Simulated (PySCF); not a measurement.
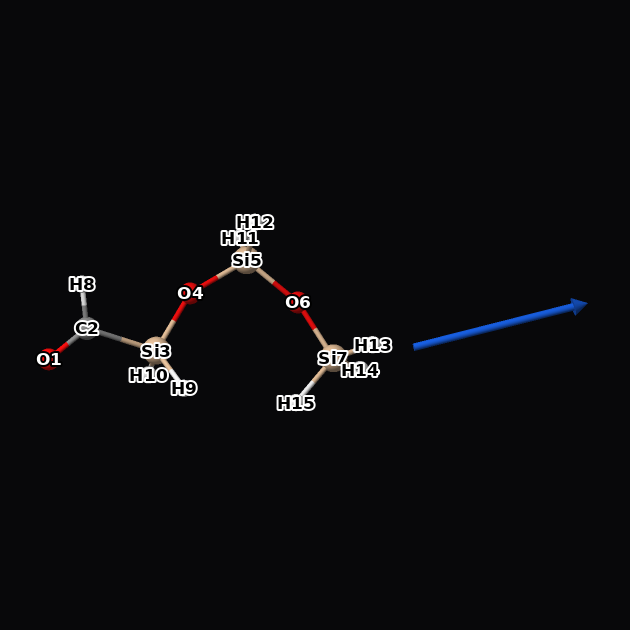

The arrow beside the molecule shows the direction of the dipole moment, from the negative to the positive end (its length means nothing). The computed structure is the end point of a GFN2-xTB optimisation. No frequency run is at hand to confirm it as a minimum. Method: PBE0/pcSseg-1, gas phase (PySCF 2.14.0).

**Estimate the dipole moment.**

2.70 D; it points from the side of O1 to the side of H13, H14 (the outermost atoms at the two ends).

The geometry is semi-empirical. Around Si such bond lengths and angles can be off by a tenth of an ångström or more and by several degrees, and values that hang on the shape move with them.
